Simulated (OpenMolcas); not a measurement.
Single-point calculation, with input and output: Si$_{3}$NH$_{9}$ (part 1 of 2)

Si$_{3}$NH$_{9}$, SMILES [SiH3]N([SiH3])[SiH3], computed with CASPT2/ANO-RCC-VDZ, DKH2 (OpenMolcas 26.06).

The geometry comes from this level: GFN2-xTB.

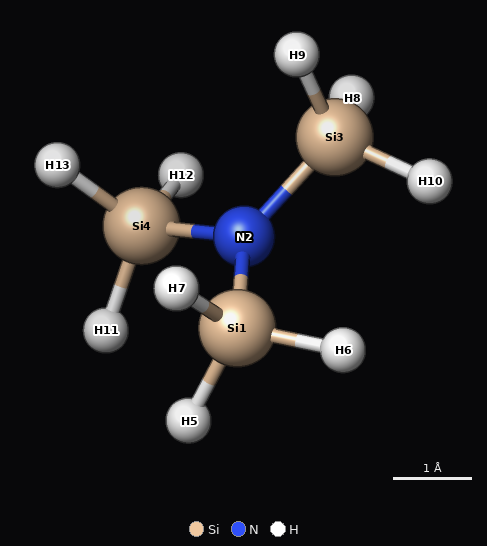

*The input geometry (ball-and-stick view, seen at a tilt; atoms are numbered from 1 in the order of the input).*

Input file:
```
&GATEWAY
COORD
13
bohr
Si    -0.99898482     2.69909582    -1.57701425
N     -0.25242962    -0.01952087     0.13180840
Si     1.46011579     0.25962947     2.93451790
Si    -0.50523718    -2.96188114    -1.33486474
H     -3.17525012     2.10931230    -3.17184861
H     -1.61698195     4.68279803     0.24288650
H      1.15044637     3.47926925    -3.14667746
H      1.00153595    -2.02096760     4.42222369
H      4.16903819     0.51903218     2.39753333
H      0.53690899     2.50160055     4.25575772
H     -2.77984382    -2.91883318    -2.89974694
H     -0.71318264    -4.86725420     0.65271140
H      1.72386486    -3.46228062    -2.90728695
BASIS
ANO-RCC-VDZ
GROUP
NoSym
RICD
&SEWARD
&RASSCF
FILEORB
$CurrDir/step2.RasOrb
SPIN
1
NACTEL
2 0 0
INACTIVE
28
RAS2
2
ORBLISTING
Nothing
&CASPT2
IMAGINARY
0.2
```

Hardware: 1 thread of Arm Neoverse V1, 24 GiB of memory available, shared host.

Command:
```bash
export MOLCAS_MEM=1860
pymolcas step3.inp > step3.log
```

Output:
```
--- Start Module: gateway ---

                                              &GATEWAY

                       available to each process: 1.9 GB of memory, 1 thread

++    Symmetry information:
      ---------------------

                    Character Table for C1

                             E
                    a        1  x, y, xy, Rz, z, xz, Ry, yz, Rx, I
--

++    Basis set information:
      ----------------------

      Basis set label: SI.ANO-RCC...4S3P.

      Electronic valence basis set:
      ------------------
      Associated Effective Charge  14.000000 au
      Associated Actual Charge     14.000000 au
      Nuclear Model: Point charge

      Shell  nPrim  nBasis  Cartesian Spherical Contaminant
         s      17       4        X
         p      12       3        X

      Basis set label: N.ANO-RCC...3S2P.

      Electronic valence basis set:
      ------------------
      Associated Effective Charge   7.000000 au
      Associated Actual Charge      7.000000 au
      Nuclear Model: Point charge

      Shell  nPrim  nBasis  Cartesian Spherical Contaminant
         s      14       3        X
         p       9       2        X

      Basis set label: SI.ANO-RCC...4S3P.

      Electronic valence basis set:
      ------------------
      Associated Effective Charge  14.000000 au
      Associated Actual Charge     14.000000 au
      Nuclear Model: Point charge

      Shell  nPrim  nBasis  Cartesian Spherical Contaminant
         s      17       4        X
         p      12       3        X

      Basis set label: H.ANO-RCC...2S.

      Electronic valence basis set:
      ------------------
      Associated Effective Charge   1.000000 au
      Associated Actual Charge      1.000000 au
      Nuclear Model: Point charge

      Shell  nPrim  nBasis  Cartesian Spherical Contaminant
         s       8       2        X
--

++    Molecular structure info:
      -------------------------

                    ************************************************
                    **** Cartesian Coordinates / bohr, angstrom ****
                    ************************************************

     Center  Label                x              y              z                     x              y              z
        1      SI1             -0.998985       2.699096      -1.577014             -0.528640       1.428300      -0.834520
        2      N2              -0.252430      -0.019521       0.131808             -0.133580      -0.010330       0.069750
        3      SI3              1.460116       0.259629       2.934518              0.772660       0.137390       1.552880
        4      SI4             -0.505237      -2.961881      -1.334865             -0.267360      -1.567360      -0.706380
        5      H5              -3.175250       2.109312      -3.171849             -1.680270       1.116200      -1.678470
        6      H6              -1.616982       4.682798       0.242887             -0.855670       2.478030       0.128530
        7      H7               1.150446       3.479269      -3.146677              0.608790       1.841150      -1.665150
        8      H8               1.001536      -2.020968       4.422224              0.529990      -1.069450       2.340140
        9      H9               4.169038       0.519032       2.397533              2.206160       0.274660       1.268720
       10      H10              0.536909       2.501601       4.255758              0.284120       1.323790       2.252050
       11      H11             -2.779844      -2.918833      -2.899747             -1.471030      -1.544580      -1.534480
       12      H12             -0.713183      -4.867254       0.652711             -0.377400      -2.575640       0.345400
       13      H13              1.723865      -3.462281      -2.907287              0.912230      -1.832160      -1.538470

                    ***************************************
                    *    InterNuclear Distances / bohr    *
                    ***************************************

               1 SI1           2 N2            3 SI3           4 SI4           5 H5            6 H6
    1 SI1      0.000000
    2 N2       3.296710        0.000000
    3 SI3      5.687890        3.296349        0.000000
    4 SI4      5.687625        3.297351        5.698102        0.000000
    5 H5       2.761788        4.897853        7.886422        6.018345        0.000000
    6 H6       2.762071        4.897565        6.023108        7.884567        4.550983        0.000000
    7 H7       2.773548        4.995805        6.887882        6.892922        4.537518        4.538313
    8 H8       7.891257        4.897538        2.761284        6.024927        9.600765        8.322498
    9 H9       6.874458        4.997292        2.773789        6.920723        9.353372        7.446978
   10 H10      6.034832        4.897557        2.761235        7.886112        8.312843        5.049753
   11 H11      6.040050        4.897363        7.881531        2.761258        5.051003        8.307418
   12 H12      7.893226        4.897362        6.017874        2.761186        8.328356        9.601474
   13 H13      6.866301        4.999443        6.931729        2.773411        7.423878        9.350249

               7 H7            8 H8            9 H9           10 H10          11 H11          12 H12
    7 H7       0.000000
    8 H8       9.357513        0.000000
    9 H9       6.972315        4.536964        0.000000
   10 H10      7.491883        4.549419        4.536071        0.000000
   11 H11      7.512914        8.289526        9.389732        9.569911        0.000000
   12 H12      9.358041        5.025020        7.476133        8.297270        4.548340        0.000000
   13 H13      6.969306        7.504723        7.069006        9.396060        4.536384        4.537261

              13 H13
   13 H13      0.000000

                    *******************************************
                    *    InterNuclear Distances / angstrom    *
                    *******************************************

               1 SI1           2 N2            3 SI3           4 SI4           5 H5            6 H6
    1 SI1      0.000000
    2 N2       1.744544        0.000000
    3 SI3      3.009902        1.744353        0.000000
    4 SI4      3.009762        1.744883        3.015306        0.000000
    5 H5       1.461475        2.591832        4.173315        3.184771        0.000000
    6 H6       1.461625        2.591680        3.187292        4.172333        2.408276        0.000000
    7 H7       1.467698        2.643666        3.644910        3.647577        2.401151        2.401572
    8 H8       4.175873        2.591666        1.461208        3.188254        5.080506        4.404076
    9 H9       3.637806        2.644453        1.467826        3.662289        4.949592        3.940771
   10 H10      3.193496        2.591676        1.461183        4.173151        4.398967        2.672214
   11 H11      3.196257        2.591573        4.170727        1.461195        2.672876        4.396096
   12 H12      4.176915        2.591572        3.184522        1.461157        4.407176        5.080881
   13 H13      3.633490        2.645592        3.668113        1.467626        3.928547        4.947939

               7 H7            8 H8            9 H9           10 H10          11 H11          12 H12
    7 H7       0.000000
    8 H8       4.951782        0.000000
    9 H9       3.689590        2.400858        0.000000
   10 H10      3.964534        2.407449        2.400385        0.000000
   11 H11      3.975663        4.386629        4.968832        5.064179        0.000000
   12 H12      4.952062        2.659126        3.956199        4.390726        2.406878        0.000000
   13 H13      3.687998        3.971328        3.740757        4.972181        2.400551        2.401015

              13 H13
   13 H13      0.000000

                    **************************************
                    *    Valence Bond Angles / degree    *
                    **************************************
                          Atom centers                 Phi
                      5 H5       1 SI1      6 H6       110.95
                      5 H5       1 SI1      7 H7       110.12
                      6 H6       1 SI1      7 H7       110.14
                      8 H8       3 SI3      9 H9       110.10
                      8 H8       3 SI3     10 H10      110.93
                      9 H9       3 SI3     10 H10      110.07
                     11 H11      4 SI4     12 H12      110.90
                     11 H11      4 SI4     13 H13      110.10
                     12 H12      4 SI4     13 H13      110.13
--

            Nuclear Potential Energy            293.08740935 au

--- Stop Module: gateway /rc=_RC_ALL_IS_WELL_ ---

--- Start Module: seward ---

                                              &SEWARD

                       available to each process: 1.9 GB of memory, 1 thread

               SEWARD will generate:
                  Multipole Moment integrals up to order  2
                  Kinetic Energy integrals
                  Nuclear Attraction integrals (point charge)
                  One-Electron Hamiltonian integrals
                  Velocity integrals
                  Relativistic Douglas-Kroll-Hess integrals:
                    - Parametrization         : EXP
                    - DKH order of Hamiltonian: 2
                    - DKH order of Properties : 0
                         - multipole moment operators
                         - electric potential operators
                         - contact operators
                  Orbital angular momentum around ( -0.0418  -0.0032   0.0217 )
                  Velocity quadrupole around ( -0.0418  -0.0032   0.0217 )
                  Atomic mean-field integrals
                  RI decomposed two-electron repulsion integrals stored Cholesky style
                   - acCD auxiliary basis
                   - CD Threshold:   1.00E-04

                   Integrals are discarded if absolute value <: 1.00E-14
                   Integral cutoff threshold is set to       <: 1.00E-16

            Nuclear Potential Energy            293.08740935 au

      Basis set specifications :
      Symmetry species         a
      Basis functions           66

--- Stop Module: seward /rc=_RC_ALL_IS_WELL_ ---
--- Module seward spent 1 second ---

--- Start Module: rasscf ---

                                              &RASSCF

                       available to each process: 1.9 GB of memory, 1 thread

      Header of the ONEINT file:
      --------------------------

      OrdInt status: non-squared

      Cartesian coordinates in angstrom:
      -----------------------------------------------------
      No.  Label        X            Y            Z
      -----------------------------------------------------
       1   SI1       -0.52864000   1.42830000  -0.83452000
       2   N2        -0.13358000  -0.01033000   0.06975000
       3   SI3        0.77266000   0.13739000   1.55288000
       4   SI4       -0.26736000  -1.56736000  -0.70638000
       5   H5        -1.68027000   1.11620000  -1.67847000
       6   H6        -0.85567000   2.47803000   0.12853000
       7   H7         0.60879000   1.84115000  -1.66515000
       8   H8         0.52999000  -1.06945000   2.34014000
       9   H9         2.20616000   0.27466000   1.26872000
      10   H10        0.28412000   1.32379000   2.25205000
      11   H11       -1.47103000  -1.54458000  -1.53448000
      12   H12       -0.37740000  -2.57564000   0.34540000
      13   H13        0.91223000  -1.83216000  -1.53847000
      -----------------------------------------------------
      Nuclear repulsion energy =  293.08740935

++    Wave function specifications:
      -----------------------------

      Number of closed shell electrons          56
      Number of electrons in active shells       2
      Max number of holes in RAS1 space          0
      Max nr of electrons in RAS3 space          0
      Number of inactive orbitals               28
      Number of active orbitals                  2
      Number of secondary orbitals              36
      Spin quantum number                      0.0
      State symmetry                             1
--

++    Orbital specifications:
      -----------------------

      Symmetry species                           1
                                                 a
      Frozen orbitals                            0
      Inactive orbitals                         28
      Active orbitals                            2
      RAS1 orbitals                              0
      RAS2 orbitals                              2
      RAS3 orbitals                              0
      Secondary orbitals                        36
      Deleted orbitals                           0
      Number of basis functions                 66
--

++    CI expansion specifications:
      ----------------------------

      Number of CSFs                             3
      Number of spin combinations                3
      Number of determinants                     4
      Number of root(s) required                 1
      Root chosen for geometry opt.              1
      CI root used                               1

      highest root included in the CI            1
      max. size of the explicit Hamiltonian      3
--

++    Optimization specifications:
      ----------------------------
```
